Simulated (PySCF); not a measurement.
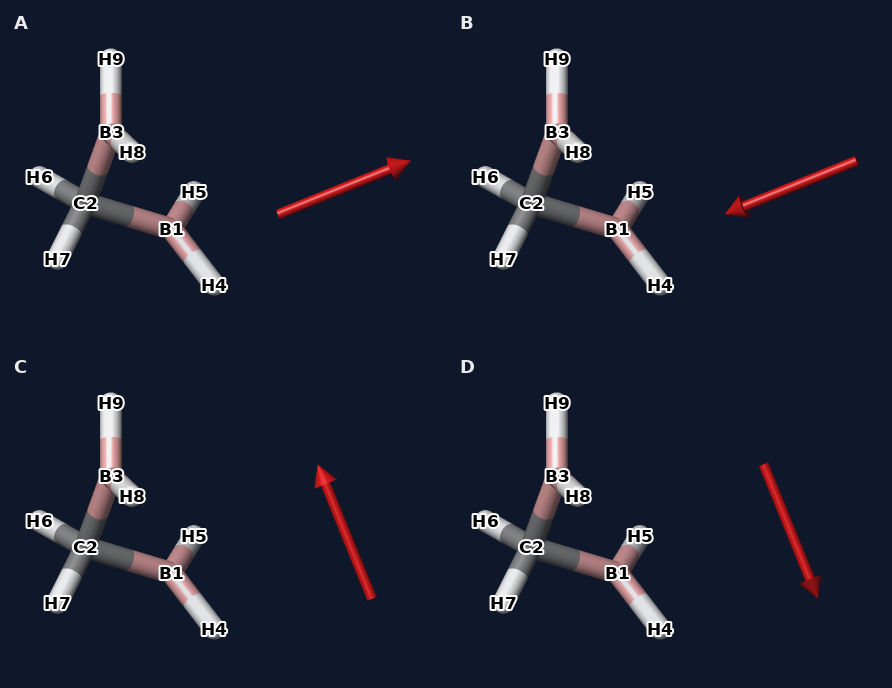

The same molecule four times, each with an arrow. The geometry was computed by an optimisation with GFN2-xTB. No frequency run is at hand to confirm it as a minimum. Level of theory: PBE0/pcSseg-1, gas phase (PySCF 2.14.0).

Which arrow points along the dipole moment, from the negative to the positive end?

Answer. B. The dipole moment is 0.58 D; it points from the side of H4, H5, H8, H9 to the side of H6, H7 (the outermost atoms at the two ends).

The geometry is semi-empirical. Around B such bond lengths and angles can be off by a tenth of an ångström or more and by several degrees, and values that hang on the shape move with them.
